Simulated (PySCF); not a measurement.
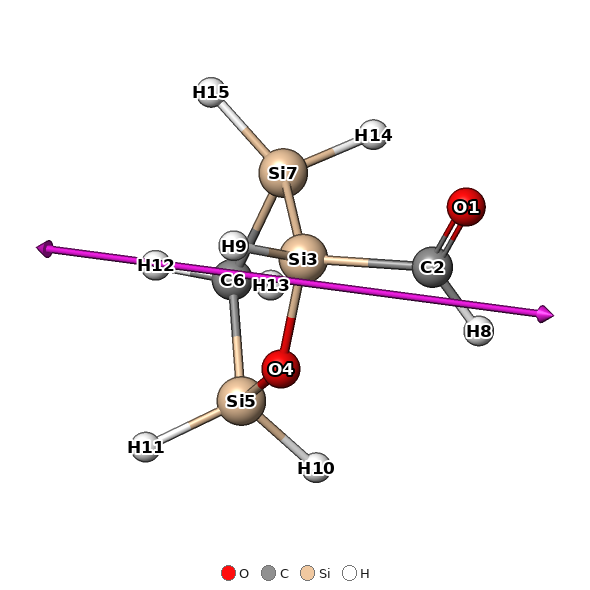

The double arrow shows the direction of the transition dipole to excited singlet state 4 (its length means nothing). Computed geometry: GFN2-xTB optimisation. No frequency run is at hand to confirm it as a minimum. Method: TDDFT PBE0/def2-SVPD, vertical, gas phase, core orbitals frozen in the response (PySCF 2.14.0).

### Where does the transition lie, and how strong is it?

5.71 eV (217 nm), oscillator strength 0.087, mainly HOMO → LUMO+2 (weight 0.69); transition dipole 2.00 D.

The geometry is semi-empirical. Around Si such bond lengths and angles can be off by a tenth of an ångström or more and by several degrees, and values that hang on the shape move with them.
